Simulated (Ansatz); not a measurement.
# Nb2NO2 monolayer: a soft mode frozen in, part 2 of 3

Wanted: the energy along a soft mode of Nb2NO2 monolayer and the structure at the end.

Ansatz 0.2.0; DFT PBEsol, scalar-relativistic, plane waves, PAW; PAW set soft_1.

So far, highest frequency on the path or at a solved wavevector (cm⁻¹): step 2 (the dispersion) 626. Also lowest frequency on the path (cm⁻¹): step 2 -212.

**5. Energy along the mode, all amplitudes (two of the runs are shown above)**

An imaginary frequency means negative curvature, so the energy should fall and then rise again as anharmonic terms take over.

Numbers from this step:

* depth at the lowest point sampled: 2.824 meV/atom
* largest atomic shift at that point: 0.08 Å

Energy from the parent against largest atomic shift:

| largest atomic shift (Å) | energy from the parent (meV/atom) |
| --- | --- |
| 0.0000 | 0 |
| 0.0400 | -0.919 |
| 0.0800 | -2.82 |
| 0.1400 | 0.524 |
| 0.2200 | 45.4 |

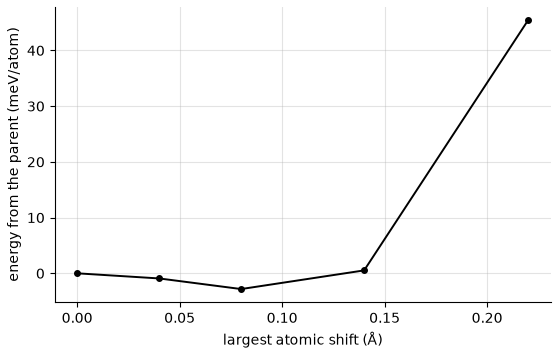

Energy from the parent, plotted against largest atomic shift.

Displacement at unit largest shift by atom:

```
atom  x (Å)  y (Å)  z (Å)  size
  N1   0.00   0.99   0.12  1.00
  N2   0.00  -0.99  -0.12  1.00
 Nb3   0.00  -0.47  -0.73  0.87
 Nb4   0.00   0.47   0.73  0.87
 Nb5   0.00   0.47   0.73  0.87
 Nb6   0.00  -0.47  -0.73  0.87
  O7   0.00  -0.17   0.24  0.30
  O8   0.00   0.17  -0.24  0.30
  O9   0.00   0.17  -0.24  0.30
 O10   0.00  -0.17   0.24  0.30
```

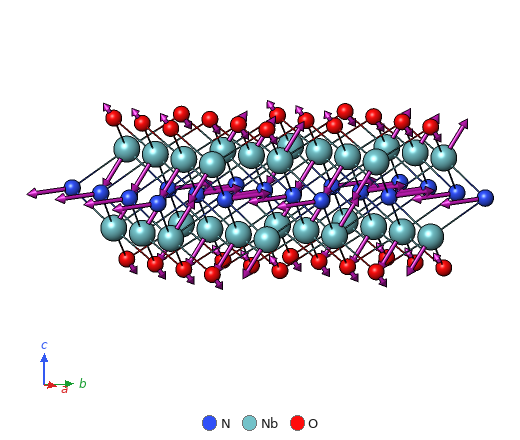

Displacement at unit largest shift as arrows, the longest 1.00 Å. 3×2×1 cells are drawn. Some periodic images of atoms are drawn too.

The lowest of the steps tried is at 0.08 Å, 2.82 meV/atom below the parent; the bottom of the well need not coincide with a step.

**6. Relaxing from the distorted cell**

Starting from the lowest point found, all atoms and the cell are let go, so that strain and other modes of the same symmetry can join in.

Contents of input.yaml:

```yaml
crystal:
  lattice:
    - [3.0996796169, 0.0, 0.0]
    - [1.0e-10, 5.3688025837, 0.0]
    - [0.0, 0.0, 32.6]
  atoms:
    - { symbol: "N", position: [0.5, 0.5147917462, 0.3070449544] }
    - { symbol: "N", position: [0.0, -0.0147917462, 0.3064519781] }
    - { symbol: Nb, position: [0.0, 0.3263354519, 0.3415836296] }
    - { symbol: Nb, position: [0.5, 0.8403312147, 0.3451644568] }
    - { symbol: Nb, position: [0.5, 0.1736645481, 0.2719133029] }
    - { symbol: Nb, position: [1.0, 0.6596687853, 0.2683324758] }
    - { symbol: O, position: [0.5, 0.1640807776, 0.3767597222] }
    - { symbol: O, position: [1.0, 0.6692525558, 0.3755555656] }
    - { symbol: O, position: [0.0, 0.3359192224, 0.2367372103] }
    - { symbol: O, position: [0.5, 0.8307474442, 0.2379413669] }
  periodic: [true, true, false]
kpoints:
  mp_grid: { grid: [12, 8, 1] }
hamiltonian:
  xc: pbesol
  pseudopotentials: { kind: paw, azcp: { folder: soft_1 }, xc_functional: pbe }
scf:
  occupations: { method: methfessel_paxton, width: 0.2 }
output:
  forces: true
  stress: true
  eigenvalues: true
  write_density: true
  write_potential: true
  elf: true
  volumetric_format: npy
relax:
  adjacent_minimum: "off"
  f_tol: 0.002
  max_steps: 120
  cell: { stress_2d_tol: 0.005 }
```

The run is started by

```console
$ ansatz run input.yaml --threads 4 --pin off --max-ram 16384MiB --backend cpu --events-out ev --progress --plain --runs-dir out
```

Numbers of over 12 decimals in the logs are rounded to 6 here.

Log:

```text
[...]
Crystal: 10 atoms, lattice volume = 542.515 Å³
Basis set: ecut = 420 eV, 10599 PW (Γ), exchange–correlation on 48×72×450 points (8 copies of the dense FFT grid, shifted against one another)
Bands: 53, of which v1, the nominal top of the filled ones, is band 43 counted from 1 (42 counted from 0)
Symmetry: 4 space group operations
[...]
k-points: 35 of 96
[...]
SCF iter   1: F=—  HF=-21007.871630 eV  |F-HF|=—  |Δ(HF+E_count)|=         —  Δρ=9.54e-2  dr2=5.96e1  ethr=3.10e-3  ⟨swp⟩=10.9  Hψ=12414  notcnv=0
[...]
SCF iter  10: F=-20991.484187 eV  HF=-20991.484187 eV  |F-HF|=9.97e-8  |Δ(HF+E_count)|=   6.74e-7  S|Δr|=    0.00e0  Δρ=3.18e-6  dr2=4.12e-8  ethr=1.16e-10  ⟨swp⟩=34.8  Hψ=26774  notcnv=0
SCF 1 converged in 10 iterations: F = -20991.484187 eV  dr2 = 4.12e-8
[...]
relax step   1: F+E_penalty+E_count = -20991.48418693 eV  Δ(F+E_penalty+E_count) = +0.000e0 eV  max|allowed force component| = 2.860e-1 eV/Å  Δτ_max = 0.0000 Å  P = +0.225 N/m  Ω = 542.515 Å³  fix = [c, alpha, beta]  reactions: c -0.000 N/m; alpha -0.000 N/m/rad  (10 SCF iters, dr2 threshold 1.00e-7 eV, accepted)
Crystal: 10 atoms, lattice volume = 542.642 Å³
Basis set: ecut = 420 eV, 10603 PW (Γ), exchange–correlation on 48×72×450 points (8 copies of the dense FFT grid, shifted against one another)
[...]
iter 1 solved again at ethr=2.76e-5 eV; its pass at ethr=3.10e-3 eV (dr2=2.37e-2 eV) is discarded
[...]
SCF iter   6: F=-20991.498856 eV  HF=-20991.498856 eV  |F-HF|=4.78e-8  |Δ(HF+E_count)|=   8.67e-7  S|Δr|=    0.00e0  Δρ=3.81e-6  dr2=9.74e-8  ethr=9.73e-10  ⟨swp⟩=15.4  Hψ=22430  notcnv=0
SCF 2 converged in 6 iterations: F = -20991.498856 eV  dr2 = 9.74e-8
relax step   2: F+E_penalty+E_count = -20991.49885561 eV  Δ(F+E_penalty+E_count) = -1.467e-2 eV  max|allowed force component| = 3.546e-1 eV/Å  Δτ_max = 0.0194 Å  P = -0.031 N/m  Ω = 542.642 Å³  energy of the carried Pulay correction = -5.775e-5 eV  fix = [c, alpha, beta]  reactions: c -0.000 N/m; alpha -0.000 N/m/rad  (6 SCF iters, dr2 threshold 1.00e-6 eV, accepted)
Crystal: 10 atoms, lattice volume = 543.658 Å³
Basis set: ecut = 420 eV, 10637 PW (Γ), exchange–correlation on 48×72×450 points (8 copies of the dense FFT grid, shifted against one another)
[...]
SCF iter   7: F=-20991.527711 eV  HF=-20991.527711 eV  |F-HF|=8.25e-8  |Δ(HF+E_count)|=   4.46e-7  S|Δr|=    0.00e0  Δρ=4.54e-6  dr2=9.67e-8  ethr=1.16e-9  ⟨swp⟩=15.3  Hψ=22225  notcnv=0
SCF 3 converged in 7 iterations: F = -20991.527711 eV  dr2 = 9.67e-8
relax step   3: F+E_penalty+E_count = -20991.52771084 eV  Δ(F+E_penalty+E_count) = -2.886e-2 eV  max|allowed force component| = 3.912e-1 eV/Å  Δτ_max = 0.0419 Å  P = -0.288 N/m  Ω = 543.658 Å³  energy of the carried Pulay correction = -5.200e-4 eV  fix = [c, alpha, beta]  reactions: c -0.000 N/m; alpha +0.000 N/m/rad  (7 SCF iters, dr2 threshold 1.00e-6 eV, accepted)
[... from here on, the SCF cycles and remarks between the steps are left out ...]
relax step   4: F+E_penalty+E_count = -20991.38854843 eV  Δ(F+E_penalty+E_count) = +1.392e-1 eV  max|allowed force component| = 1.154e0 eV/Å  Δτ_max = 0.1954 Å  P = -0.049 N/m  Ω = 546.406 Å³  energy of the carried Pulay correction = -1.766e-3 eV  fix = [c, alpha, beta]  (9 SCF iters, dr2 threshold 1.00e-6 eV, rejected (line search))
relax step   5: F+E_penalty+E_count = -20991.56794675 eV  Δ(F+E_penalty+E_count) = -4.024e-2 eV  max|allowed force component| = 4.135e-1 eV/Å  Δτ_max = 0.0495 Å  P = -0.389 N/m  Ω = 543.971 Å³  energy of the carried Pulay correction = -6.622e-4 eV  fix = [c, alpha, beta]  reactions: c -0.000 N/m; alpha +0.000 N/m/rad  (13 SCF iters, accepted)
relax step   6: F+E_penalty+E_count = -20991.59466033 eV  Δ(F+E_penalty+E_count) = -2.671e-2 eV  max|allowed force component| = 5.146e-1 eV/Å  Δτ_max = 0.0960 Å  P = +0.231 N/m  Ω = 544.381 Å³  energy of the carried Pulay correction = -8.484e-4 eV  fix = [c, alpha, beta]  reactions: c -0.000 N/m; alpha -0.000 N/m/rad  (9 SCF iters, dr2 threshold 1.00e-6 eV, accepted)
relax step   7: F+E_penalty+E_count = -20991.59829922 eV  Δ(F+E_penalty+E_count) = -3.639e-3 eV  max|allowed force component| = 3.135e-1 eV/Å  Δτ_max = 0.0203 Å  P = +1.588 N/m  Ω = 540.781 Å³  energy of the carried Pulay correction = +7.912e-4 eV  fix = [c, alpha, beta]  reactions: c +0.000 N/m; alpha -0.000 N/m/rad  (6 SCF iters, dr2 threshold 1.00e-6 eV, accepted)
relax step   8: F+E_penalty+E_count = -20991.61217403 eV  Δ(F+E_penalty+E_count) = -1.387e-2 eV  max|allowed force component| = 1.526e-1 eV/Å  Δτ_max = 0.0192 Å  P = -0.094 N/m  Ω = 544.291 Å³  energy of the carried Pulay correction = -8.077e-4 eV  fix = [c, alpha, beta]  reactions: c -0.000 N/m; alpha -0.000 N/m/rad  (6 SCF iters, dr2 threshold 1.00e-6 eV, accepted)
relax step   9: F+E_penalty+E_count = -20991.61383648 eV  Δ(F+E_penalty+E_count) = -1.662e-3 eV  max|allowed force component| = 7.092e-2 eV/Å  Δτ_max = 0.0166 Å  P = -0.265 N/m  Ω = 545.306 Å³  energy of the carried Pulay correction = -1.268e-3 eV  fix = [c, alpha, beta]  reactions: c -0.000 N/m; alpha +0.000 N/m/rad  (6 SCF iters, dr2 threshold 1.00e-6 eV, accepted)
relax step  10: F+E_penalty+E_count = -20991.61480596 eV  Δ(F+E_penalty+E_count) = -9.695e-4 eV  max|allowed force component| = 2.502e-2 eV/Å  Δτ_max = 0.0056 Å  P = +0.058 N/m  Ω = 544.442 Å³  energy of the carried Pulay correction = -8.761e-4 eV  fix = [c, alpha, beta]  reactions: c +0.000 N/m; alpha -0.000 N/m/rad  (5 SCF iters, dr2 threshold 3.14e-7 eV, accepted)
relax step  11: F+E_penalty+E_count = -20991.61480579 eV  Δ(F+E_penalty+E_count) = +1.744e-7 eV  max|allowed force component| = 1.276e-2 eV/Å  Δτ_max = 0.0025 Å  P = +0.038 N/m  Ω = 544.560 Å³  energy of the carried Pulay correction = -9.297e-4 eV  fix = [c, alpha, beta]  reactions: c +0.000 N/m; alpha -0.000 N/m/rad  (5 SCF iters, dr2 threshold 3.91e-8 eV, accepted)
relax step  12: F+E_penalty+E_count = -20991.61482493 eV  Δ(F+E_penalty+E_count) = -1.914e-5 eV  max|allowed force component| = 1.831e-3 eV/Å  Δτ_max = 0.0010 Å  P = -0.008 N/m  Ω = 544.560 Å³  energy of the carried Pulay correction = -9.296e-4 eV  fix = [c, alpha, beta]  reactions: c -0.000 N/m; alpha +0.000 N/m/rad  (5 SCF iters, dr2 threshold 1.02e-8 eV, accepted)
relax step  13: F+E_penalty+E_count = -20991.61482603 eV  Δ(F+E_penalty+E_count) = -1.102e-6 eV  max|allowed force component| = 6.053e-4 eV/Å  Δτ_max = 0.0001 Å  P = -0.001 N/m  Ω = 544.558 Å³  energy of the carried Pulay correction = -9.289e-4 eV  fix = [c, alpha, beta]  reactions: c -0.000 N/m; alpha +0.000 N/m/rad  (5 SCF iters, dr2 threshold 1.32e-10 eV, accepted)
relax step  14: F+E_penalty+E_count = -20991.61717656 eV  Δ(F+E_penalty+E_count) = -2.351e-3 eV  max|allowed force component| = 5.518e-4 eV/Å  Δτ_max = 0.0000 Å  P = +0.028 N/m  Ω = 544.558 Å³  fix = [c, alpha, beta]  reactions: c -0.000 N/m; alpha -0.000 N/m/rad  stress off target by 9.79e-2 N/m on what of the cell is left free  SCF on the basis re-selected at this cell (its energy is not comparable with the rows above)  (9 SCF iters)
relax step  15: F+E_penalty+E_count = -20991.61717532 eV  Δ(F+E_penalty+E_count) = +1.238e-6 eV  max|allowed force component| = 2.792e-3 eV/Å  Δτ_max = 0.0007 Å  P = +0.006 N/m  Ω = 544.646 Å³  energy of the carried Pulay correction = -3.949e-5 eV  fix = [c, alpha, beta]  reactions: c -0.000 N/m; alpha -0.000 N/m/rad  (5 SCF iters, dr2 threshold 1.13e-8 eV, accepted)
relax step  16: F+E_penalty+E_count = -20991.61716237 eV  Δ(F+E_penalty+E_count) = +1.295e-5 eV  max|allowed force component| = 1.299e-3 eV/Å  Δτ_max = 0.0004 Å  P = -0.003 N/m  Ω = 544.686 Å³  energy of the carried Pulay correction = -5.745e-5 eV  fix = [c, alpha, beta]  reactions: c -0.000 N/m; alpha +0.000 N/m/rad  (6 SCF iters, dr2 threshold 5.30e-10 eV, accepted)
relax step  17: F+E_penalty+E_count = -20991.61716602 eV  Δ(F+E_penalty+E_count) = -3.653e-6 eV  max|allowed force component| = 7.178e-4 eV/Å  Δτ_max = 0.0001 Å  P = -0.000 N/m  Ω = 544.679 Å³  energy of the carried Pulay correction = -5.417e-5 eV  fix = [c, alpha, beta]  reactions: c +0.000 N/m; alpha +0.000 N/m/rad  (6 SCF iters, dr2 threshold 2.96e-11 eV, accepted)
[...]
SCF iter   1: F=—  HF=-20991.617349 eV  |F-HF|=—  |Δ(HF+E_count)|=         —  Δρ=5.03e-6  dr2=8.56e-9  ethr=1.32e-7  ⟨swp⟩=8.3  Hψ=23641  notcnv=0
eigensolver tolerance schedule: the retry pair's looser diagonalisation over-reported the residual by 13298.34 of it (diagonalisation noise at 1.32 of the residual, at the tolerance the schedule requests for it); recorded, not acted on — ethr = c·dr2/N_el stays at c = 1.0e-1
SCF iter   2: F=—  HF=-20991.617213 eV  |F-HF|=—  |Δ(HF+E_count)|=   1.36e-4  S|Δr|=    0.00e0  Δρ=2.14e-6  dr2=2.54e-8  ethr=9.96e-12  ⟨swp⟩=7.3  Hψ=8948  notcnv=0
[...]
SCF iter   7: F=-20991.617213 eV  HF=-20991.617213 eV  |F-HF|=1.71e-10  |Δ(HF+E_count)|=  9.24e-10  S|Δr|=    0.00e0  Δρ=8.32e-9  dr2=3.58e-13  ethr=1.00e-12  ⟨swp⟩=12.2  Hψ=14578  notcnv=0
SCF 18 converged in 7 iterations: F = -20991.617213 eV  dr2 = 3.58e-13
relax step  18: F+E_penalty+E_count = -20991.61721337 eV  Δ(F+E_penalty+E_count) = -4.734e-5 eV  max|allowed force component| = 7.216e-4 eV/Å  Δτ_max = 0.0000 Å  P = -0.000 N/m  Ω = 544.679 Å³  fix = [c, alpha, beta]  reactions: c +0.000 N/m; alpha +0.000 N/m/rad  stress off target by 1.26e-3 N/m on what of the cell is left free  SCF on the basis re-selected at this cell (its energy is not comparable with the rows above)  (7 SCF iters)
[...]
WARN: The output density's exchange-correlation potential varies sharply where the density is thin. Do not read a vacuum level from v_tot or v_xc, or from such a field of the output density. On a cell that repeats whose density bears no net charge and no dipole along the vacuum's axis use v_es (v_loc + v_h of the components); under efield.dipole_correction with no amplitude use v_es + v_field, which holds any externa [...]
SCF converged after 7 iterations
[...]
Free energy (F): -20991.617213 eV
[...]
Internal energy: -20991.621469 eV  (E = F + TS)
E sigma→0 (E₀):  -20991.618277 eV
Entropy (-TS):   0.004255 eV (0.426 meV/atom)
Fermi energy:    -5.259483 eV
[...]
--- Forces (eV/Å), atoms counted from 1 ---
  atom   1  N      0.00000000     0.00006134    -0.00001903
  atom   2  N     -0.00000000    -0.00006134     0.00001903
  atom   3  Nb     0.00000000     0.00018077     0.00039805
  atom   4  Nb     0.00000000     0.00070015     0.00072161
  atom   5  Nb    -0.00000000    -0.00018077    -0.00039805
  atom   6  Nb    -0.00000000    -0.00070015    -0.00072161
  atom   7  O     -0.00000000    -0.00019186    -0.00022843
  atom   8  O     -0.00000000    -0.00039134    -0.00028452
  atom   9  O      0.00000000     0.00019186     0.00022843
  atom  10  O      0.00000000     0.00039134     0.00028452
  max |Σ_I F_I| component: 0.00e0 eV/Å
--- 2D stress c σ (N/m, compression-positive) ---
        0.000628      -0.000000      -0.000000
       -0.000000      -0.001259       0.000000
       -0.000000       0.000000       0.000000
  P = ½ c Tr σ = -0.0003 N/m
--- Band table (eV; the first three rows and the last of 35) ---
  k-point 0: bands = [... 39 lower, -8.8599, -7.4430, -6.6398, -5.9094, -5.4102, -4.3683, -4.1578, -4.0968, ... 6 higher]
  k-point 1: bands = [... 39 lower, -8.8409, -7.4529, -6.5896, -5.8226, -5.4308, -4.3283, -4.1804, -4.0695, ... 6 higher]
  k-point 2: bands = [... 39 lower, -8.8091, -7.4577, -6.5511, -5.6052, -5.4041, -4.2947, -4.2246, -3.9832, ... 6 higher]
  k-point 34: bands = [... 39 lower, -9.1493, -7.0821, -7.0821, -4.4936, -4.4936, -3.5674, -3.5674, -3.4165, ... 6 higher]
--- Relaxed structure (16 steps of the walk, 15 accepted, 2 SCFs on fresh bases) ---
  F+E_penalty+E_count = -20991.61721337 eV   max|allowed force component| = 7.216e-4 eV/Å   (the final SCF, on the basis selected at the relaxed cell)
  cell:  # Å, volume = 544.6793 Å³
    - [3.044898, -2.8357321012054165e-11, 0]
    - [5.110262453605697e-11, 5.487197, 0]
    - [0, 0, 32.6]
  atoms:
    - { symbol: N, position: [0.5, 0.525103, 0.306139] }
    - { symbol: N, position: [-1.8119786715254607e-18, -0.025103, 0.307358] }
    - { symbol: Nb, position: [2.2646543322230426e-18, 0.335468, 0.340216] }
    - { symbol: Nb, position: [0.5, 0.872459, 0.348274] }
    - { symbol: Nb, position: [0.500000, 0.164532, 0.273281] }
    - { symbol: Nb, position: [1.0, 0.627541, 0.265223] }
    - { symbol: O, position: [0.5, 0.176889, 0.378387] }
    - { symbol: O, position: [1.0, 0.673207, 0.374000] }
    - { symbol: O, position: [9.629158199682423e-19, 0.323111, 0.235110] }
    - { symbol: O, position: [0.5, 0.826793, 0.239497] }
```

Wall time 10 min (4 threads of Arm Neoverse V1, shared host); peak memory 1.5 GiB.

(Part 2 of 3 ends here.)

[Logs are printed without paths, hosts, clocks, repeated set-up lines and the standing remarks that a program may print on its own settings, such as how far it seeks lower states.]

[Hosts, paths, dates, database ids (printed as entryN), source tags and the programs' standing remarks are cut or masked in the printed files.]
